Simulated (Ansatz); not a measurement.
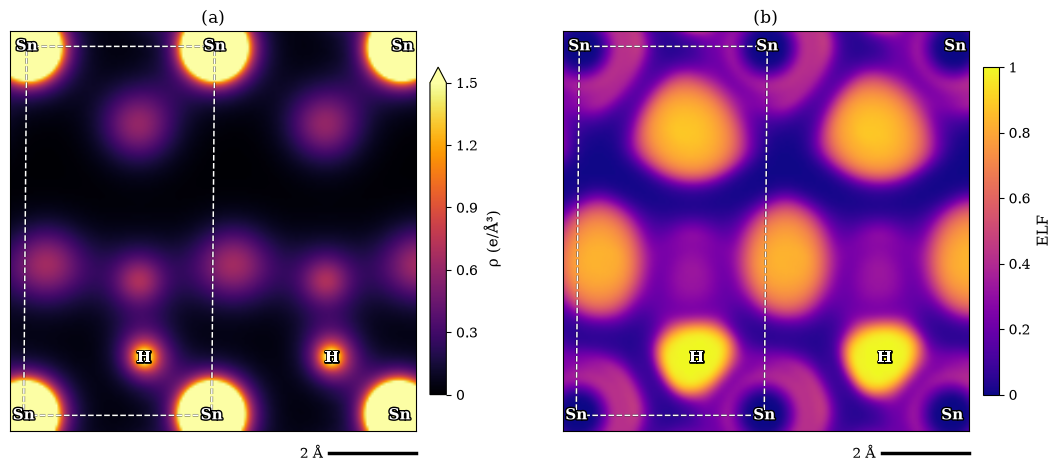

Figure 1: Sn$_{2}$HBr$_{3}$. (a) valence electron density; (b) ELF on the (010) plane of the conventional cell.

Space group P1; a generated structure, not necessarily the stable one; changed on purpose from its base cell (the structure that the rattled cell fell into).

Level of theory: DFT PBE, scalar-relativistic, plane waves, PAW (Ansatz).

**Describe what can be read from this map.**

The section cuts through Sn and H sites.
Atoms just off the plane (Sn, 0.9 Å away) can leave unmarked features too.
Sn–H (2.05 Å): ρ is about 0.51 e/Å³ halfway; the ELF climbs to about 1 towards the hydrogen.
Between the atoms the lowest density in this plane is 0.009 e/Å³.
The ELF also peaks beside Br, away from the bonds: lone-pair regions.
